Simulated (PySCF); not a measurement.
## Electronic structure of C₅H₄F₂ in real space

```tsv
atom	x (Å)	y (Å)	z (Å)
C	2.2096	1.1002	-0.7338
C	1.4884	0.2152	-0.3617
C	0.6963	-0.8627	0.0975
F	1.3926	-1.9875	0.3722
C	-0.6259	-0.8574	0.2525
C	-1.4869	0.3221	-0.0470
F	-2.3550	0.5569	0.9938
H	2.8204	1.8877	-1.0626
H	-1.1233	-1.7412	0.6225
H	-0.8975	1.2335	-0.1896
H	-2.1133	0.1359	-0.9298
```

Geometry: GFN2-xTB.

Level of theory: PySCF, PBE0/def2-SVPD, SCF density, gas phase.

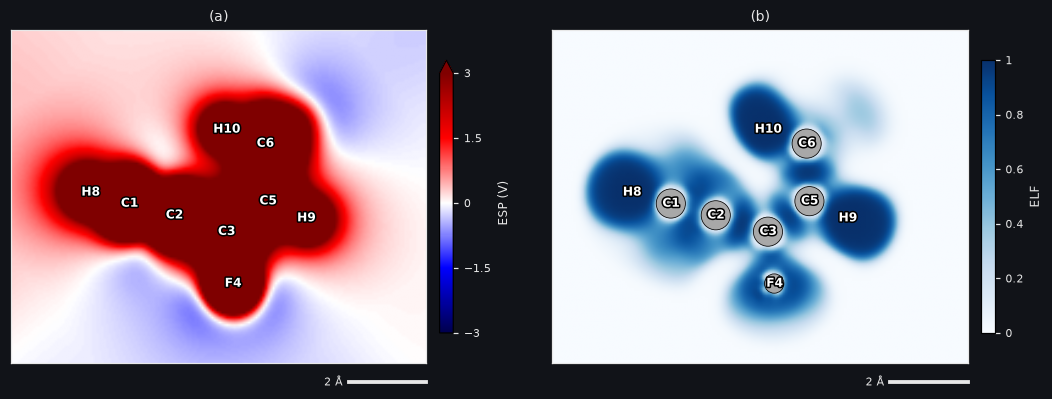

Figure 1. (a) molecular electrostatic potential; (b) ELF on the plane of atoms C2, C3 and F4. Grey discs cover the atomic cores in the ELF map.

Describe what can be read from this map.

- The section cuts through C, F and H sites.
- C–C (1.20 Å): the ELF peaks at about 0.85 between the atoms (a short, multiple covalent bond).
- C–F (1.35 Å): the ELF peaks at about 0.85 between the atoms, as expected for a polar covalent bond.
- C–H (1.05 Å): the ELF climbs to about 1 towards the hydrogen, as it does in any bond to H; a covalent bond by its length.
- C–C (1.33 Å): the ELF peaks at about 0.95 between the atoms (a short, multiple covalent bond).
- The ELF also peaks beside F4, away from the bonds: lone-pair regions.
- Outside the dense part of the molecule the potential is most negative (−0.8 V) near F4.

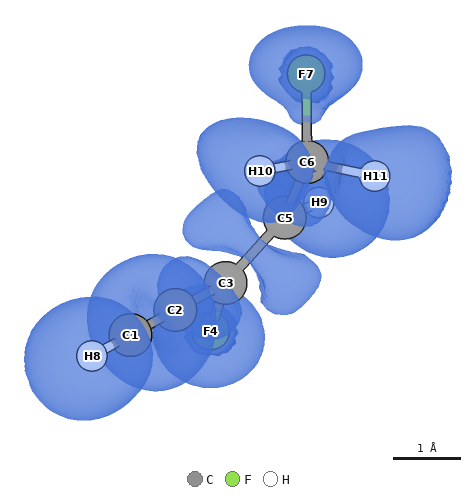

Figure 2. Isosurface of the ELF at 0.75 (blue), seen at an oblique angle. Core shells and regions of very low density are left out.

What do the ELF domains correspond to?

At this value the surface marks out four regions between bonded C–C atoms (shared pairs), four regions around hydrogen nuclei and two regions on F in which the atom's valence shell and bonds are merged.

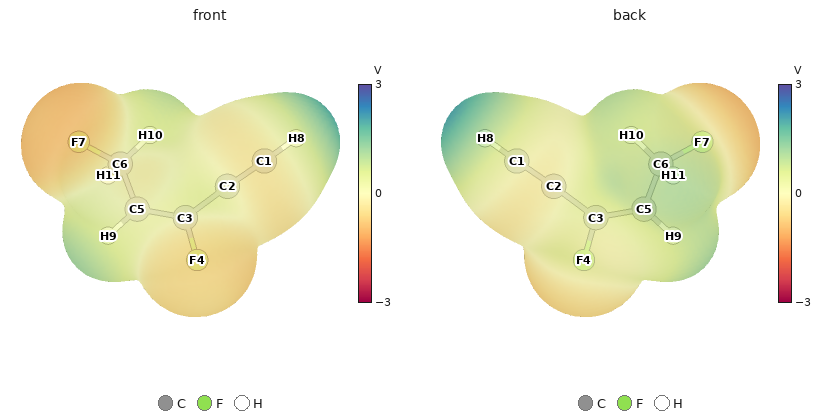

Figure 3. The molecular electrostatic potential painted on the density surface at 0.002 e/bohr³, seen from the front and from behind; the colour scale runs from red (negative) to blue (positive).

Describe the electrostatic potential map.

The most negative region (about −1.0 V, or −23 kcal/mol for a unit charge) lies over F7, the most positive (about +2.0 V, or +46 kcal/mol for a unit charge) over H8.
